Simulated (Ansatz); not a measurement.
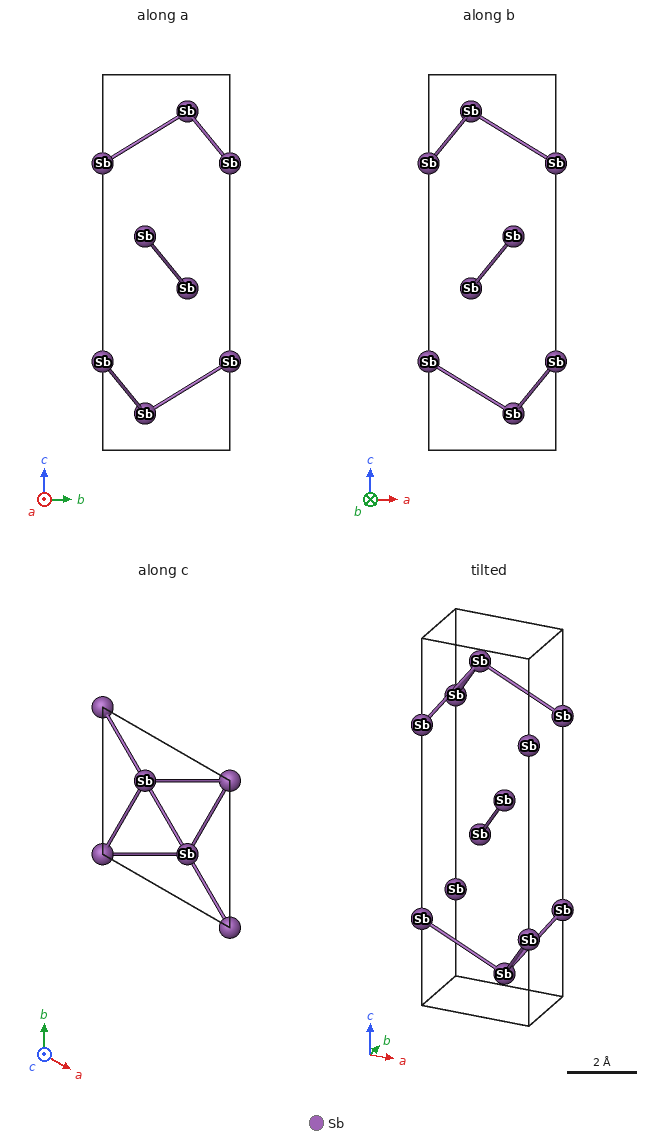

View along the a axis, along the b axis, along the c axis and slightly off an axis, drawn as a ball-and-stick model. The conventional unit cell is drawn as a box.

Lattice parameters: a = 4.2942 Å, b = 4.2942 Å, c = 10.9643 Å, α = 90.000°, β = 90.000°, γ = 120.000°.

**Convert the drawing into a CIF with its space group and independent sites, with free fractional coordinates to two decimals.**

```cif
data_structure
_symmetry_space_group_name_H-M 'R -3 m :H'
_symmetry_Int_Tables_number 166
_cell_length_a 4.2942
_cell_length_b 4.2942
_cell_length_c 10.9643
_cell_angle_alpha 90.000
_cell_angle_beta 90.000
_cell_angle_gamma 120.000
_cell_volume 175.09
loop_
_atom_site_label
_atom_site_type_symbol
_atom_site_symmetry_multiplicity
_atom_site_Wyckoff_symbol
_atom_site_fract_x
_atom_site_fract_y
_atom_site_fract_z
_atom_site_occupancy
Sb1 Sb 6 c 0.00 0.00 0.24 1
```

It goes back to a structure type known for this element. The geometry was optimised with DFT LDA, scalar-relativistic, plane waves, PAW in Ansatz.
